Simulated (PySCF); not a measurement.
# C$_{6}$H$_{5}$FO$_{2}$, SMILES `C#C/C=C(\F)CC(=O)O`: electronic structure

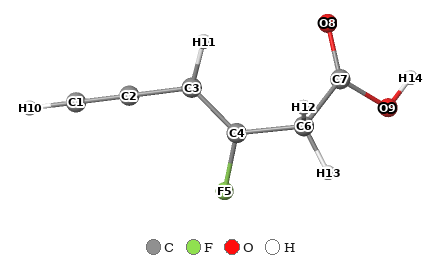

The molecule, with its atoms numbered as below. No frequency check shows the geometry to be a minimum.

Geometry (Å), atoms numbered from 1:

```
C1      -3.6618    0.5325   -0.4647
C2      -2.5364    0.5173   -0.0457
C3      -1.2193    0.5016    0.4492
C4      -0.3954   -0.5399    0.3447
F5      -0.7867   -1.6754   -0.2740
C6       1.0216   -0.5896    0.8355
C7       1.8751    0.3579    0.0088
O8       1.7440    1.5495   -0.0206
O9       2.7919   -0.2984   -0.7009
H10     -4.6440    0.5492   -0.8318
H11     -0.8615    1.3996    0.9308
H12      1.0687   -0.2658    1.8770
H13      1.4098   -1.6028    0.7379
H14      3.3185    0.3110   -1.2429
```

### 1. Bonding charge

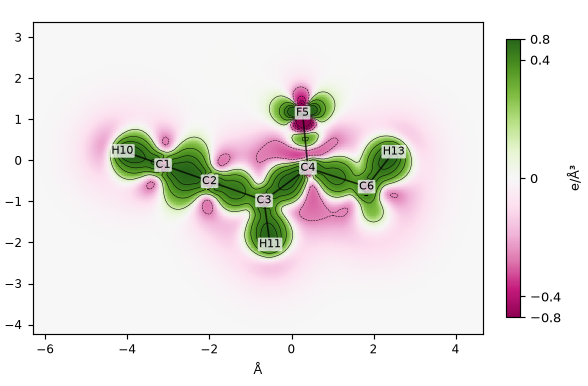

Deformation density (molecule less spherical, spin-averaged free atoms) in a plane through 9 of the atoms; colour scale in e/Å³, logarithmic beyond ±0.1; green: gain, pink: loss.

Method: B3LYP/6-311G**; geometry: GFN2-xTB; program: PySCF.

**Describe the bonding that the map shows.**

C1–C2: +0.80 e/Å³ at the bond critical point (bond length 1.20 Å, Mayer order 2.6). C1–H10: +0.77 e/Å³ at the bond critical point (bond length 1.05 Å, Mayer order 1.0). C3–H11: +0.72 e/Å³ at the bond critical point (bond length 1.08 Å, Mayer order 0.9). C6–H13: +0.72 e/Å³ at the bond critical point (bond length 1.09 Å, Mayer order 0.9). C3–C4: +0.71 e/Å³ at the bond critical point (bond length 1.33 Å, Mayer order 1.7). C2–C3: +0.54 e/Å³ at the bond critical point (bond length 1.41 Å, Mayer order 1.2). C4–C6: +0.51 e/Å³ at the bond critical point (bond length 1.50 Å, Mayer order 1.0). C4–F5: −0.07 e/Å³ at the bond critical point (bond length 1.35 Å, Mayer order 1.1); up to 0.6 Å beside the axis the gain reaches +0.21 e/Å³. In all, 3.3 electrons gather in the regions of gain relative to the promolecule. A small or negative value marks a very polar bond, one between electron-rich atoms, whose free-atom densities already overlap strongly, a long bond to a heavier atom, or a closed-shell contact such as a hydrogen bond.

**Where do the Hirshfeld charges lie?**

The highest Hirshfeld charge is on C7 (+0.22 e), the lowest on O8 (−0.26 e).

### 2. Bond critical points

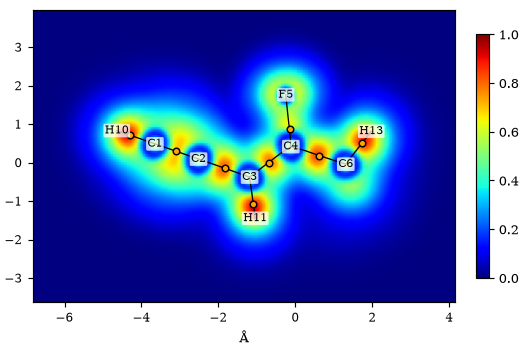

Localised orbital locator (LOL) in a plane through 9 of the atoms, with bond paths and bond critical points (dots).

**What values does LOL take at the bond critical points in this plane?**

C1–H10: about 0.91; C3–H11: about 0.90; C6–H13: about 0.90; C4–C6: about 0.83; C2–C3: about 0.81; C3–C4: about 0.77; C1–C2: about 0.69; C4–F5: about 0.44. Values above 0.5 mark slow, localised electrons, as in shared pairs; low values at a critical point mark a polar or closed-shell contact whose critical point lies between the shells.

**Where along C4–F5 does the critical point lie?**

0.45 Å from C4 and 0.90 Å from F5.

### 3. Local ionisation energy

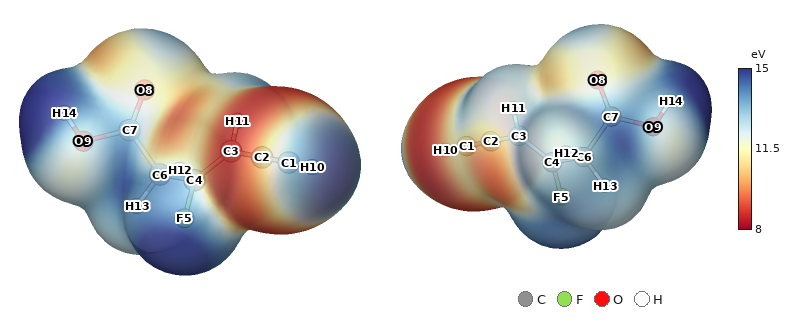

Average local ionisation energy on the surface of electron density 0.001 a.u. (back view left, front view right).

**Locate the minima of the map.**

The lowest value is 8.7 eV, 2.0 Å from C1. Further minima include 9.3 eV, over C3, off the plane of its three bonds (2.1 Å); 10.1 eV, about equally far (1.8 Å) from O8 and H14; 10.7 eV, near O8 (1.82 Å) and H11 (2.01 Å). For comparison, the highest occupied orbital lies at −6.6 eV.

**What volume does the surface enclose, and what is the dipole moment?**

About 151 Å³; the dipole moment is 1.9 D.

### 4. Excited states

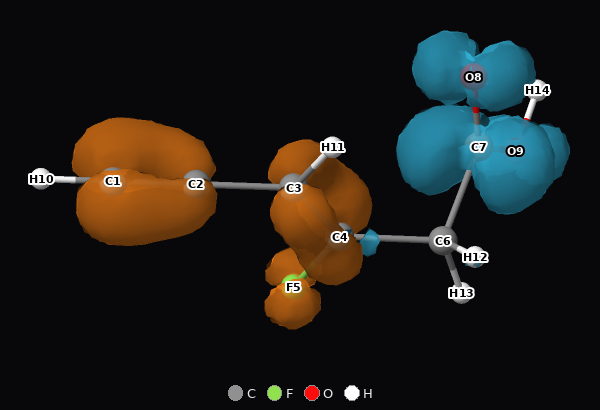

Unrelaxed difference density of S₁ less the ground state (TDA singlet states), ±0.05 e/Å³; light blue: gain, orange: loss.

Level of theory: PBE/def2-SVP (PySCF), at a geometry from GFN2-xTB. Without diffuse functions Rydberg states are missing, so the states' numbers hold for this basis only.

**How does the charge move on excitation?**

0.84 e is displaced in all, of which about 0.8 e passes between atoms: C1 (0.27 e) and C2 (0.15 e) lose electrons and C7 (0.34 e) and O8 (0.23 e) gain them. The state: 4.61 eV (269 nm), f = 0.091, charge transfer, whose energy this functional puts too low; the leading pair carries 98 %; hole on C1 (29 %), C4 (18 %) and C2 and C3 (17 % each), electron on C7 (36 %), O8 (25 %) and O9 (12 %); their centroids lie 3.3 Å apart.

### 5. Removing or adding an electron

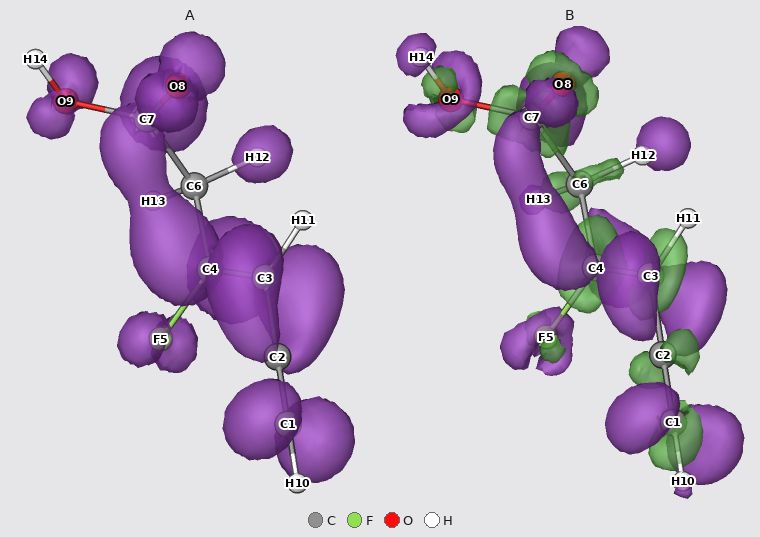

The Fukui function f⁺ from two separate SCF calculations and the density of the LUMO, at ±0.02 e/Å³ (purple positive, green negative).

PySCF calculation, BP86/6-31+G*, gas phase; geometry: GFN2-xTB.

**Which panel is which, and how good is the frozen-orbital picture?**

B is f⁺ (it has negative regions), A the LUMO density. The LUMO lies on C4 (20 %), C3 (15 %) and C1 and C7 (13 % each); f⁺ (Hirshfeld-condensed) is largest on C1 (0.16) and C3 (0.09); the vertical electron affinity is −0.29 eV (the stability of the anion's solution wasn't checked; negative: at this level and geometry the extra electron isn't bound, and the finite basis holds it). Relaxation shifts 23 % of the electron between atoms. The orbital energy is −2.08 eV.

### 6. Localised orbitals

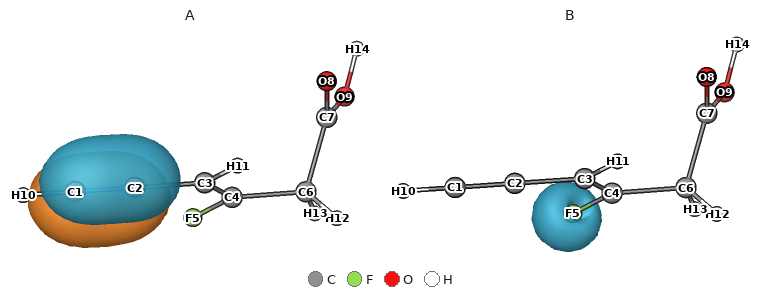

Intrinsic bond orbitals (IBO), occupied; each surface holds about 80 % of the orbital's density. Energies are diagonal elements of the Fock matrix.

Level of theory: CAM-B3LYP/6-311G** (PySCF), at a geometry from GFN2-xTB.

**Name the orbitals, with their atomic make-up and energies.**

By panel:
- A: π bond C1–C2 (C1 50 %, C2 49 %; −9.7 eV)
- B: lone pair on F5 (sp0.4-type) (F5 100 %; −26.2 eV)

**How do all the valence pairs divide up?**

24 pairs: 13 σ bonds, 7 lone pairs and 4 two-centre π bonds.
